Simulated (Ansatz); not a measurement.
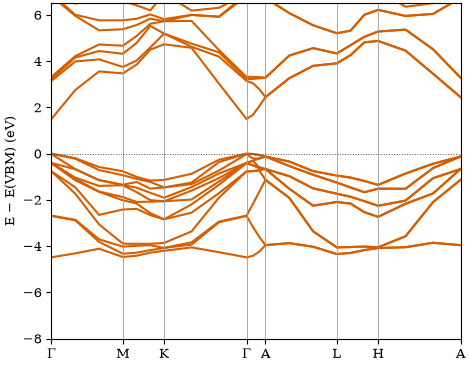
Band structure from DFT-HSE06 in the program Ansatz with PAW potentials

### Question
Read off the gap and where the band edges lie.

### Answer
About 1.5 eV (1.50 eV among the points solved); maximum at Γ, minimum at Γ.

### Question
Which of these materials gives this?
(A) CdSe, P6_3mc (Cd on 2a, Cd on 2b, Se on 2a, Se on 2b)
(B) BeTe, wurtzite
(C) BeS, NiAs type
(D) GaN, P6_3mc (Ga on 2a, Ga on 2b, N on 2a, N on 2b)

### Answer
A, CdSe, P6_3mc (Cd on 2a, Cd on 2b, Se on 2a, Se on 2b)

A made-up cell: these elements were put on the sites of a structure type. Its sites differ from those of the usual phase in this space group: another stacking or structure type. The cell was relaxed with HSE06 under the symmetry of its start; whether a distortion lowers the energy is not shown. The hybrid was solved on a coarse mesh, the path and, where they were found, the r²SCAN edge points; its band edges are the extreme levels among these. Scalar-relativistic: spin–orbit coupling is off unless named, which matters more the heavier the elements.

Potentials: the later of the program's two PAW sets.
